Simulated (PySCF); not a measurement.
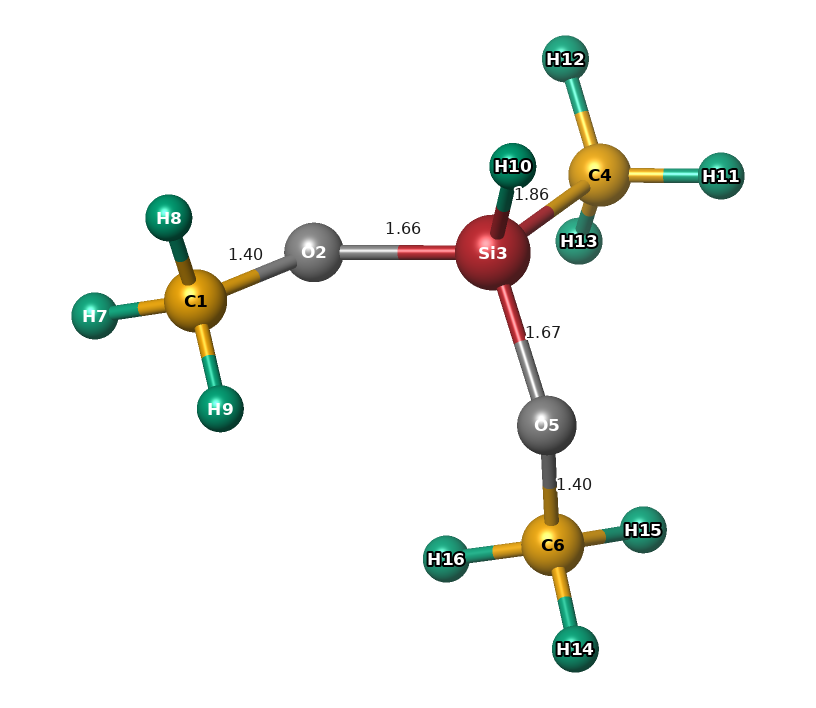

The numbers beside the sticks are distances in Å. Sticks don't show bond order. The geometry was computed by an optimisation with PBE0-D3(BJ)/def2-SVP. No frequency run is at hand to confirm it as a minimum.

### Which of the marked bonds are single, double, triple or aromatic?

C1–O2 single; O2–Si3 single; Si3–C4 single; Si3–O5 single; O5–C6 single.

### Write the SMILES.

CO[SiH](C)OC
